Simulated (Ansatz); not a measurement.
**CH₅Cl₃Si₂: ionisation energy by level of theory**

Aim: the vertical ionisation energy of CH₅Cl₃Si₂, as cation minus neutral at the neutral's geometry, on several levels, and how well −ε(HOMO) stands in for it.

Method: unrestricted cation, the program's frozen cores in correlated methods; program: Ansatz 0.2.0, Gaussian basis.

Levels to be run: UKS PBE-D4/def2-TZVPP; UKS r2SCAN-D4/def2-TZVPP; UKS PBE0-D4/def2-TZVPP; UKS B3LYP-D4/def2-TZVPP; UKS wB97X-V/def2-TZVPP; UKS wB97M-V/def2-TZVPP; UKS B2PLYP/def2-TZVPP; UHF-CCSD(T)/def2-TZVPP; UHF-MP2/def2-QZVPP; extrapolation to the limit; then −ε(HOMO) from the neutral's earlier runs with LDA (SPW92), PBE-D4, revPBE-D4, BLYP-D4, r2SCAN-D4, B97M-V, PBE0-D4, B3LYP-D4, r2SCANh-D4, r2SCAN0-D4, HSE06-D4, BHLYP-D4, CAM-B3LYP-D4, LC-ωPBE, ωB97X-V, ωB97M-V.

## 1. The relaxed structure

The geometry comes from an earlier relaxation with PBE0-D4 in a triple-zeta def2 set; it is a stationary point, not always the lowest conformer.

SMILES `Cl[SiH2]C[SiH](Cl)Cl`, 11 atoms, charge 0, spin multiplicity 1.

Atoms are counted from 1 here; the program's logs count them from 0.

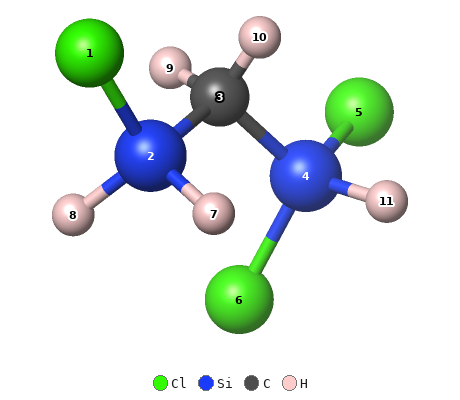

The geometry (chlorine green, silicon blue, carbon dark grey, hydrogen pink); atoms are numbered from 1 in the order of the file.

## 2. Cation, UKS PBE-D4/def2-TZVPP

The input, in.yaml:

```yaml
crystal:
  periodic: [false, false, false]
  atoms:
    - {symbol: Cl, position_ang: [-3.133509, -0.727083, -0.815529]}
    - {symbol: Si, position_ang: [-1.097290, -0.506623, -1.017846]}
    - {symbol: C, position_ang: [-0.418404, 0.341155, 0.501383]}
    - {symbol: Si, position_ang: [1.411922, 0.180647, 0.705569]}
    - {symbol: Cl, position_ang: [2.082753, 1.418164, 2.189057]}
    - {symbol: Cl, position_ang: [2.339439, 0.687114, -1.050319]}
    - {symbol: H, position_ang: [-0.515668, -1.861985, -1.166438]}
    - {symbol: H, position_ang: [-0.848773, 0.299704, -2.231901]}
    - {symbol: H, position_ang: [-0.689212, 1.401111, 0.470039]}
    - {symbol: H, position_ang: [-0.888950, -0.093595, 1.390642]}
    - {symbol: H, position_ang: [1.823193, -1.195508, 1.045844]}
basis:
  gaussian: {orbitals: def2-TZVPP}
total_charge: 1
magnetization: {spin_polarized: true, initial_magnetization: 1}
hamiltonian: {xc: pbe, dispersion: d4}
```

On the command line:

```console
$ ansatz run in.yaml --threads 2 --pin off --events-out ev --progress --plain --max-ram 32768MiB --backend cuda --devices 0, --max-vram 18GiB
```

Log:

```text
Functional definition: PBE
  name "PBE"
  cite "Perdew, Burke & Ernzerhof, Phys. Rev. Lett. 77, 3865 (1996) doi:10.1103/PhysRevLett.77.3865"
  parent pbe
  parameter kappa = 0.804
  parameter beta = 0.06672455060314922
  exchange = pbe_x(kappa = kappa, mu = beta*pi^2/3)
  correlation = pbe_c(beta = beta)
1933 factors; their error is unknown
mean field evaluation 1: about -54396.3015 eV, gradient 5.8e1 eV
mean field evaluation 2: about -54318.2430 eV, gradient 1.1e2 eV
mean field evaluation 4: about -54409.3812 eV, gradient 2.2e1 eV
mean field evaluation 8: about -54411.8612 eV, gradient 1.1e1 eV
mean field evaluation 16: about -54413.6696 eV, gradient 5.6e-2 eV
mean field evaluation 32: about -54413.6094 eV, gradient 9.2e-5 eV
mean field evaluation 64: about -54411.8069 eV, gradient 4.5e0 eV
mean field -54413.60942758 eV, -1999.6632635945 hartree, gradient 3.9e-6 eV, S^2 0.751702; 8 other end points of the search recorded, 0 dependent functions left out
reference -54413.60947554 eV, -1999.6632653568 hartree; 45, 44 occupied and 266, 267 virtual orbitals, 1933 factors
Total energy: -54413.96879044 eV, -1999.6764699360 hartree
```

Wall time 11 s (1 × H100 (card shared with other runs) with 2 threads of AMD EPYC 7R13, shared host); peak host memory 0.91 GiB.

Less the neutral's -54423.8893 eV (earlier run), this gives 9.920 eV. ⟨S²⟩ = 0.752.

## 3. Cation, UKS r2SCAN-D4/def2-TZVPP

Changes to in.yaml since step 2:

```diff
@@ -18,2 +18,2 @@
 magnetization: {spin_polarized: true, initial_magnetization: 1}
-hamiltonian: {xc: pbe, dispersion: d4}
+hamiltonian: {xc: r2scan, dispersion: d4}
```

The command is unchanged.

Log, cut to the lines that bear on the results:

```text
Functional definition: r2SCAN
  name "r2SCAN"
  cite "Furness, Kaplan, Ning, Perdew & Sun, J. Phys. Chem. Lett. 11, 8208 (2020) doi:10.1021/acs.jpclett.0c02405"
  cite "Furness, Kaplan, Ning, Perdew & Sun, J. Phys. Chem. Lett. 11, 9248 (2020) doi:10.1021/acs.jpclett.0c03077"
  parent r2scan
[...]
1933 factors; their error is unknown
[...]
mean field -54434.10868425 eV, -2000.4165973822 hartree, gradient 9.8e-6 eV, S^2 0.754010; 8 other end points of the search recorded, 0 dependent functions left out
reference -54434.10869915 eV, -2000.4165979297 hartree; 45, 44 occupied and 266, 267 virtual orbitals, 1933 factors
Total energy: -54434.19682662 eV, -2000.4198365545 hartree
```

Wall time 9 s (1 × H100 (card shared with other runs) with 2 threads of AMD EPYC 7R13, shared host); peak host memory 0.99 GiB.

Less the neutral's -54444.3743 eV (earlier run), this gives 10.177 eV. ⟨S²⟩ = 0.754.

## 4. Cation, UKS PBE0-D4/def2-TZVPP

Changes to in.yaml since step 3:

```diff
@@ -18,2 +18,2 @@
 magnetization: {spin_polarized: true, initial_magnetization: 1}
-hamiltonian: {xc: r2scan, dispersion: d4}
+hamiltonian: {xc: pbe0, dispersion: d4}
```

Launched as before.

Log, cut to the lines that bear on the results:

```text
Functional definition: PBE0
  name "PBE0"
  cite "Adamo & Barone, J. Chem. Phys. 110, 6158 (1999) doi:10.1063/1.478522"
  cite "Perdew, Burke & Ernzerhof, Phys. Rev. Lett. 77, 3865 (1996) doi:10.1103/PhysRevLett.77.3865"
  parent pbe
[...]
2032 factors; their error is unknown
[...]
mean field -54417.94861234 eV, -1999.8227256930 hartree, gradient 9.1e-6 eV, S^2 0.756005; 8 other end points of the search recorded, 0 dependent functions left out
reference -54417.94864820 eV, -1999.8227270111 hartree; 45, 44 occupied and 266, 267 virtual orbitals, 2032 factors
Total energy: -54418.25871711 eV, -1999.8341218333 hartree
```

Wall time 7.5 s (1 × H100 (card shared with other runs) with 2 threads of AMD EPYC 7R13, shared host); peak host memory 0.92 GiB.

The neutral molecule at this level: -54428.7786 eV. Difference: 10.520 eV. ⟨S²⟩ = 0.756.

## 5. Cation, UKS B3LYP-D4/def2-TZVPP

Changes to in.yaml since step 4:

```diff
@@ -18,2 +18,2 @@
 magnetization: {spin_polarized: true, initial_magnetization: 1}
-hamiltonian: {xc: pbe0, dispersion: d4}
+hamiltonian: {xc: {name: B3LYP}, dispersion: d4}
```

Launched as before.

Log, cut to the lines that bear on the results:

```text
Functional definition: B3LYP
  name "B3LYP"
  cite "Stephens, Devlin, Chabalowski & Frisch, J. Phys. Chem. 98, 11623 (1994) doi:10.1021/j100096a001"
  cite "Becke, Phys. Rev. A 38, 3098 (1988) doi:10.1103/PhysRevA.38.3098"
  cite "Lee, Yang & Parr, Phys. Rev. B 37, 785 (1988) doi:10.1103/PhysRevB.37.785"
  cite "Vosko, Wilk & Nusair, Can. J. Phys. 58, 1200 (1980) doi:10.1139/p80-159"
[...]
1996 factors; their error is unknown
[...]
mean field -54440.62939743 eV, -2000.6562291714 hartree, gradient 1.6e-5 eV, S^2 0.754583; 10 other end points of the search recorded, 0 dependent functions left out
reference -54440.62973150 eV, -2000.6562414483 hartree; 45, 44 occupied and 266, 267 virtual orbitals, 1996 factors
Total energy: -54441.21500033 eV, -2000.6777496812 hartree
```

It took 9 s on 1 × H100 (card shared with other runs) with 2 threads of AMD EPYC 7R13, shared host; peak host memory 0.92 GiB.

The neutral molecule at this level: -54451.6610 eV. Difference: 10.446 eV. ⟨S²⟩ = 0.755.

## 6. Cation, UKS wB97X-V/def2-TZVPP

Changes to in.yaml since step 5:

```diff
@@ -18,2 +18,2 @@
 magnetization: {spin_polarized: true, initial_magnetization: 1}
-hamiltonian: {xc: {name: B3LYP}, dispersion: d4}
+hamiltonian: {xc: {name: wB97X-V}}
```

The command is unchanged.

Log, cut to the lines that bear on the results:

```text
Functional definition: wB97X-V
  name "wB97X-V"
  cite "Mardirossian & Head-Gordon, Phys. Chem. Chem. Phys. 16, 9904 (2014) doi:10.1039/C3CP54374A"
  cite "Becke, J. Chem. Phys. 107, 8554 (1997) doi:10.1063/1.475007"
  cite "Vydrov & Van Voorhis, J. Chem. Phys. 133, 244103 (2010) doi:10.1063/1.3521275"
[...]
      + integral(e_c_pw_opposite_spin*poly(b97_u_opposite, cos0, cos1)) + vv10(b, c)
1987 factors; their error is unknown
370 factors; integrals over basis functions are off by at most 2.0e-5 eV
[...]
mean field -54429.47019691 eV, -2000.2461361165 hartree, gradient 2.3e-5 eV, S^2 0.760997; 6 other end points of the search recorded, 0 dependent functions left out
reference -54429.47019468 eV, -2000.2461360345 hartree; 45, 44 occupied and 266, 267 virtual orbitals, 1987 factors
Total energy: -54429.47019468 eV, -2000.2461360345 hartree
```

Wall time 15 s (1 × H100 (card shared with other runs) with 2 threads of AMD EPYC 7R13, shared host); peak host memory 1.1 GiB.

The neutral molecule at this level: -54440.5304 eV. Difference: 11.060 eV. ⟨S²⟩ = 0.761.

## 7. Cation, UKS wB97M-V/def2-TZVPP

Changes to in.yaml since step 6:

```diff
@@ -18,2 +18,2 @@
 magnetization: {spin_polarized: true, initial_magnetization: 1}
-hamiltonian: {xc: {name: wB97X-V}}
+hamiltonian: {xc: {name: wB97M-V}}
```

Launched as before.

Log, cut to the lines that bear on the results:

```text
Functional definition: wB97M-V
  name "wB97M-V"
  cite "Mardirossian & Head-Gordon, J. Chem. Phys. 144, 214110 (2016) doi:10.1063/1.4952647"
  cite "Becke, J. Chem. Phys. 107, 8554 (1997) doi:10.1063/1.475007"
  cite "Vydrov & Van Voorhis, J. Chem. Phys. 133, 244103 (2010) doi:10.1063/1.3521275"
  # Of w^i u^j: cxij and so on, Table III.
[...]
  gx(w, u) = 1 - cx + cx01*u + cx10*w
  gss(w, u) = css00 + css04*u^4 + css10*w + css20*w^2 + css43*w^4*u^3
  gos(w, u) = cos00 + cos10*w + (cos20 + cos21*u)*w^2 + (cos60 + cos61*u)*w^6
[...]
      + integral(e_c_pw_mod_opposite_spin*gos(b97_w_opposite, b97_u_opposite)) + vv10(b, c)
1987 factors; their error is unknown
370 factors; integrals over basis functions are off by at most 2.0e-5 eV
[...]
mean field -54434.30426349 eV, -2000.4237847865 hartree, gradient 2.5e-5 eV, S^2 0.757930; 6 other end points of the search recorded, 0 dependent functions left out
reference -54434.30431756 eV, -2000.4237867736 hartree; 45, 44 occupied and 266, 267 virtual orbitals, 1987 factors
Total energy: -54434.30431756 eV, -2000.4237867736 hartree
```

It took 12 s on 1 × H100 (card shared with other runs) with 2 threads of AMD EPYC 7R13, shared host; peak host memory 1.2 GiB.

The neutral molecule at this level: -54445.2630 eV. Difference: 10.959 eV. ⟨S²⟩ = 0.758.

## 8. Cation, UKS B2PLYP (frozen core)/def2-TZVPP

Changes to in.yaml since step 7:

```diff
@@ -18,2 +18,2 @@
 magnetization: {spin_polarized: true, initial_magnetization: 1}
-hamiltonian: {xc: {name: wB97M-V}}
+hamiltonian: {xc: {name: B2PLYP}}
```

Same command.

Log, cut to the lines that bear on the results:

```text
Functional definition: B2PLYP
  name "B2PLYP"
  cite "Grimme, J. Chem. Phys. 124, 034108 (2006) doi:10.1063/1.2148954"
  cite "Becke, Phys. Rev. A 38, 3098 (1988) doi:10.1103/PhysRevA.38.3098"
  cite "Lee, Yang & Parr, Phys. Rev. B 37, 785 (1988) doi:10.1103/PhysRevB.37.785"
[...]
1802 factors; integrals over basis functions are off by at most 1.1e-3 eV
[...]
mean field -54411.06218466 eV, -1999.5696541437 hartree, gradient 3.8e-6 eV, S^2 0.765554; 8 other end points of the search recorded, 0 dependent functions left out
26 core orbitals not correlated: weight in the atoms' cores, before any rotation towards them, 1.000 or more for the frozen orbitals, at most 0.000 for the correlated occupied ones
reference -54411.06239788 eV, -1999.5696619793 hartree; 19, 18 occupied and 266, 267 virtual orbitals, 1802 factors
second order -32.67064531 eV of doubles, -0.00000000 eV of singles
Total energy: -54419.88347211 eV, -1999.8938304782 hartree
```

It took 14 s on 1 × H100 (card shared with other runs) with 2 threads of AMD EPYC 7R13, shared host; peak host memory 1.4 GiB.

The neutral molecule at this level: -54430.5457 eV. Difference: 10.662 eV. ⟨S²⟩ = 0.766.

## 9. Cation, UHF-CCSD(T)/def2-TZVPP

Changes to in.yaml since step 8:

```diff
@@ -18,2 +18,3 @@
 magnetization: {spin_polarized: true, initial_magnetization: 1}
-hamiltonian: {xc: {name: B2PLYP}}
+correlation: {method: ccsd_t}
+scf: {omitted_lower_state_checks: [cluster_reference]}
```

The command is unchanged.

Log, cut to the lines that bear on the results:

```text
Functional definition: HF
  name "HF"
  cite "Fock, Z. Phys. 61, 126 (1930) doi:10.1007/BF01340294"
  parent pbe
[...]
1802 factors; integrals over basis functions are off by at most 1.1e-3 eV
[...]
mean field -54341.45305238 eV, -1997.0115657151 hartree, gradient 2.3e-6 eV, S^2 0.778093; 19 other end points of the search recorded, 0 dependent functions left out
26 core orbitals not correlated: weight in the atoms' cores, before any rotation towards them, 1.000 or more for the frozen orbitals, at most 0.000 for the correlated occupied ones
reference -54341.45305238 eV, -1997.0115657151 hartree; 19, 18 occupied and 266, 267 virtual orbitals, 1802 factors
second order -26.08481828 eV of doubles, -0.00000000 eV of singles
cycle   1  -27.49655447 eV  change    -1.4e0 eV  update   1.4e-1
[...]
cycle  21  -28.43740327 eV  change    4.0e-5 eV  update   3.2e-5
perturbative correction -1.34501497 eV, -0.0494283886 hartree
Total energy: -54371.23547062 eV, -1998.1060493982 hartree
Checks for a lower state left out: cluster_reference
```

It took 37 s on 1 × H100 (card shared with other runs) with 2 threads of AMD EPYC 7R13, shared host; peak host memory 1.3 GiB.

The neutral molecule at this level: -54382.2234 eV. Difference: 10.988 eV. ⟨S²⟩ = 0.778. T1 = 0.035 (report).

## 10. Cation, UHF-MP2/def2-QZVPP

Changes to in.yaml since step 9:

```diff
@@ -15,6 +15,6 @@
 basis:
-  gaussian: {orbitals: def2-TZVPP}
+  gaussian: {orbitals: "def2-QZVPP.json"}
 total_charge: 1
 magnetization: {spin_polarized: true, initial_magnetization: 1}
-correlation: {method: ccsd_t}
+correlation: {method: mp2}
 scf: {omitted_lower_state_checks: [cluster_reference]}
```

Same command.

Log, cut to the lines that bear on the results:

```text
Functional definition: HF
  name "HF"
  cite "Fock, Z. Phys. 61, 126 (1930) doi:10.1007/BF01340294"
  parent pbe
[...]
3260 factors; integrals over basis functions are off by at most 8.8e-4 eV
[...]
mean field -54343.04692140 eV, -1997.0701393213 hartree, gradient 2.7e-6 eV, S^2 0.778458; 19 other end points of the search recorded, 0 dependent functions left out
26 core orbitals not correlated: weight in the atoms' cores, before any rotation towards them, 1.000 or more for the frozen orbitals, at most 0.000 for the correlated occupied ones
reference -54343.04692140 eV, -1997.0701393213 hartree; 19, 18 occupied and 512, 513 virtual orbitals, 3260 factors
second order -28.41787730 eV of doubles, -0.00000000 eV of singles
Total energy: -54371.46479870 eV, -1998.1144770498 hartree
Checks for a lower state left out: cluster_reference
```

Run time: 33 s. Hardware: 1 × H100 (card shared with other runs) with 2 threads of AMD EPYC 7R13, shared host; peak host memory 1.2 GiB.

Less the neutral's -54382.8597 eV (earlier run), this gives 11.395 eV. ⟨S²⟩ = 0.778.

## 11. Extrapolating to the complete basis

No new run: Hartree-Fock is extrapolated as exp(−7.88√X) and correlation as X^−2.97, with X = 3 and 4; only MP2 was run in the larger set, so CCSD(T) minus MP2 is added from the smaller one.

| level | energy at the limit (eV) |
| --- | --- |
| HF | -54343.2665 |
| MP2 | -54373.4125 |
| CCSD | -54375.7651 |
| CCSD(T) | -54377.1101 |

The neutral's limit, from its own earlier runs, is -54388.2703 eV in the additive form (MP2 limit plus CCSD(T) minus MP2 in triple zeta), in which the cation has -54377.1101 eV.

## 12. Ionisation energies side by side

| method | ionisation energy (eV) | from CCSD(T)/CBS (eV) | time |
| --- | --- | --- | --- |
| PBE-D4 | 9.92 | -1.24 | 17 s |
| r2SCAN-D4 | 10.18 | -0.98 | 14 s |
| PBE0-D4 | 10.52 | -0.64 | 13 s |
| B3LYP-D4 | 10.45 | -0.71 | 13 s |
| ωB97X-V | 11.06 | -0.10 | 22 s |
| ωB97M-V | 10.96 | -0.20 | 19 s |
| B2PLYP | 10.66 | -0.50 | 18 s |
| HF/def2-TZVPP | 10.72 | -0.44 |  |
| MP2/def2-TZVPP | 11.30 | +0.14 |  |
| CCSD/def2-TZVPP | 11.11 | -0.05 |  |
| CCSD(T)/def2-TZVPP | 10.99 | -0.17 | 47 s |
| CCSD(T)/CBS | 11.16 | 0 | 86 s |

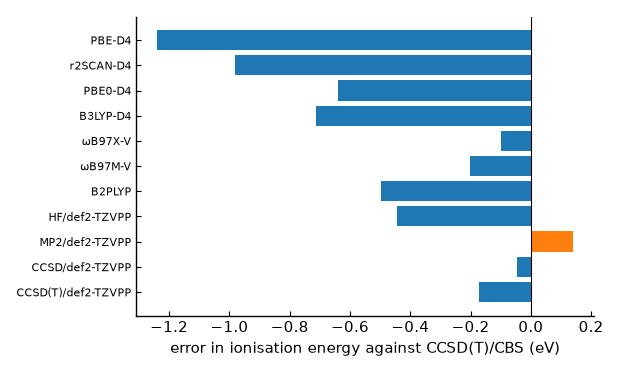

How far each level lands from CCSD(T)/CBS.

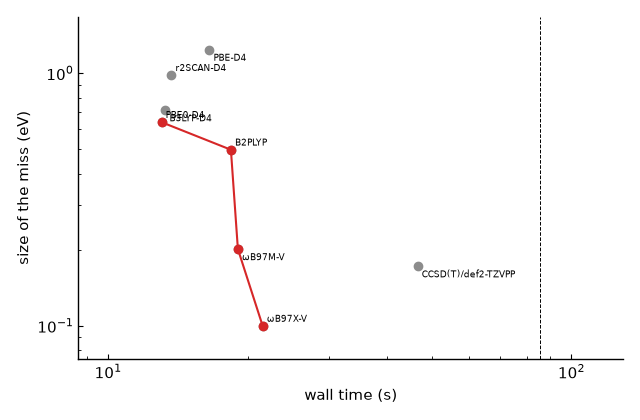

Accuracy for the time spent; red marks the levels that beat every quicker one drawn (of those quicker than the yardstick), and the dashed line is the time of CCSD(T)/CBS. Times are from a shared host. Runs this short are mostly start-up, so their order is noise.

Times add the cation's run and the neutral's; HF, MP2 and CCSD come out of the CCSD(T) runs.

Orbital estimates, from the neutral's runs:

| functional | −ε(HOMO) (eV) | by energy difference (eV) |
| --- | --- | --- |
| LDA (SPW92) | 7.59 |  |
| PBE-D4 | 7.47 | 9.92 |
| revPBE-D4 | 7.42 |  |
| BLYP-D4 | 7.32 |  |
| r2SCAN-D4 | 7.81 | 10.18 |
| B97M-V | 7.92 |  |
| PBE0-D4 | 8.80 | 10.52 |
| B3LYP-D4 | 8.55 | 10.45 |
| r2SCANh-D4 | 8.29 |  |
| r2SCAN0-D4 | 9.02 |  |
| HSE06-D4 | 8.40 |  |
| BHLYP-D4 | 10.00 |  |
| CAM-B3LYP-D4 | 10.13 |  |
| LC-ωPBE | 11.52 |  |
| ωB97X-V | 11.15 | 11.06 |
| ωB97M-V | 10.97 | 10.96 |

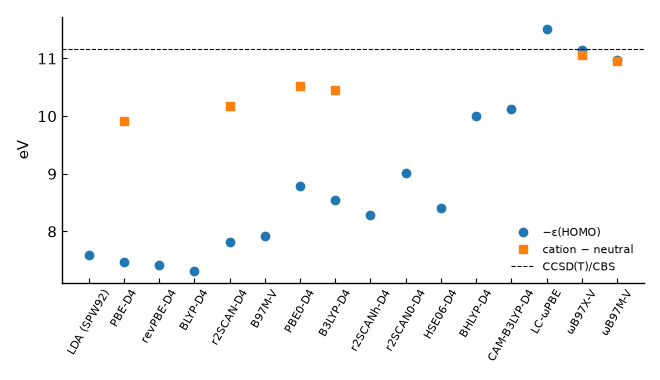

Orbital estimates and energy differences by functional.

## 13. What came out

```
                        quantity               value
  ionisation energy, CCSD(T)/CBS            11.16 eV
nearest functional by difference  ωB97X-V (-0.10 eV)
                nearest −ε(HOMO)  ωB97X-V (-0.01 eV)
                 −ε(HOMO) of PBE             7.47 eV
                T1 of the cation               0.035
```

In words: Energy differences with functionals land within 1.24 eV of the reference. −ε(HOMO) of PBE misses by 3.7 eV, since self-interaction lifts the level. Among orbital estimates ωB97X-V comes nearest. Hartree-Fock falls 0.44 eV short, as the neutral has more correlation energy than the cation. The cation's T1 (from the report) is 0.035, near the customary mark of 0.045 for open shells, so the coupled-cluster value is less safe.

ωB97X-V reaches 0.10 eV from the reference in 22 s, where CCSD(T)/CBS took 86 s.
